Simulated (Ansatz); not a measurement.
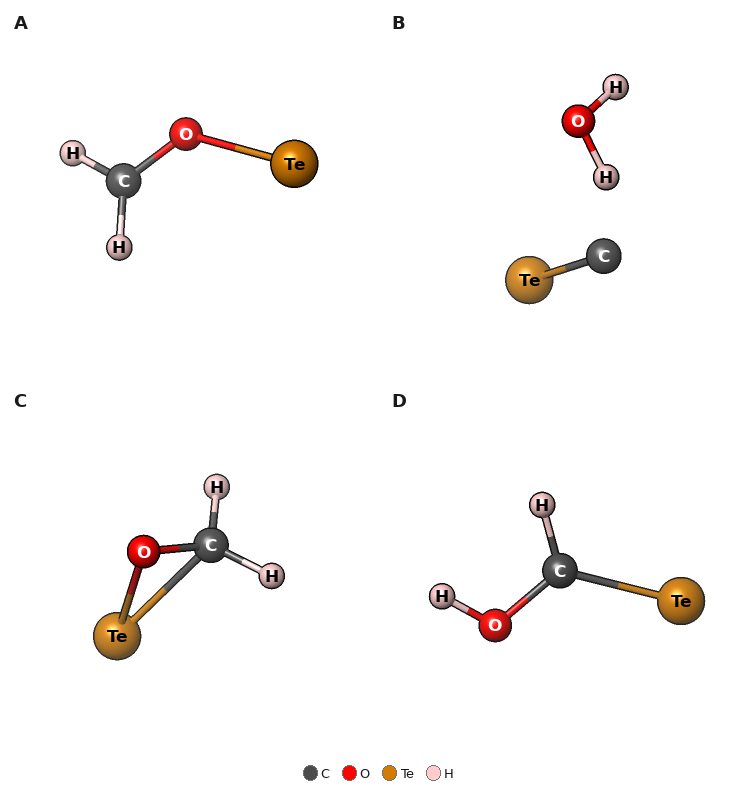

4 stationary structures of one formula. Geometries: PBE-D4/def2-SVP. Electronic energies: PBE-D4/def2-SVP (Ansatz 0.2.0), without zero-point energy. No frequency run is at hand to confirm each as a minimum.

> Which structure is the most stable?

D is lowest (Cs); C lies 0.605 eV above it (Cs), A lies 0.810 eV above it (Cs), B lies 2.632 eV above it (C1).
